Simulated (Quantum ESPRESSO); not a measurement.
# Voltage at the next charge: Pt(100), 5 layers against an electrode

How the rows were computed: Quantum ESPRESSO 7.5, PBE, GBRV ultrasoft; ESM with bc3, a metal electrode 6.96 Å above the top atoms; cell area 7.683 Å²; ions fixed. V is the potential energy of an electron at the electrode over the slab's Fermi level, divided by e, so that it equals the work function at zero charge; positive charge removes electrons.

| charge (e a cell) | V (V) |
| --- | --- |
| 0 | 5.713 |
| 0.0115 | 7.190 |
| 0.023 | 8.676 |

One more run was made and is withheld. What is V at a charge of 0.0461 e, and what capacitance do the rows imply?

**Fit.** The last two rows give dV/dq = (8.676 − 7.190)/(0.023 − 0.0115) = 129.2 V/e, so C = 1602/(7.683 × 129.2) = 1.61 µF/cm², an effective gap of 8.854/1.61 = 5.49 Å. At constant C, V = 8.676 + 129.2 × 0.0231 = 11.66 V.

**The withheld run.** V = 11.685 V; the estimate misses by −0.02 V, 0.8 % of the step. Over the three intervals C goes 1.62, 1.61 and 1.60 µF/cm².

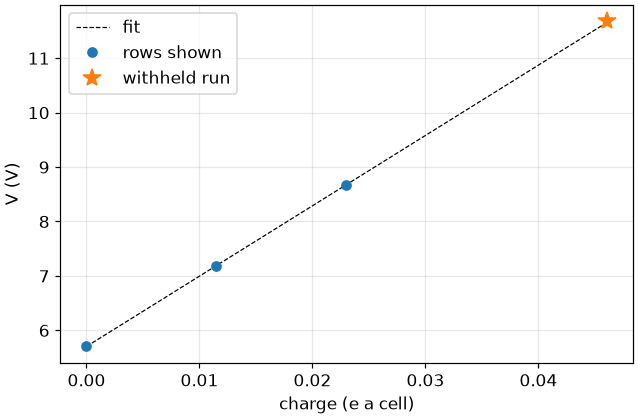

The rows shown, the fit and the withheld run.

Caveats: Vacuum fills the gap; a dielectric or electrolyte would change C. The slab is thin.
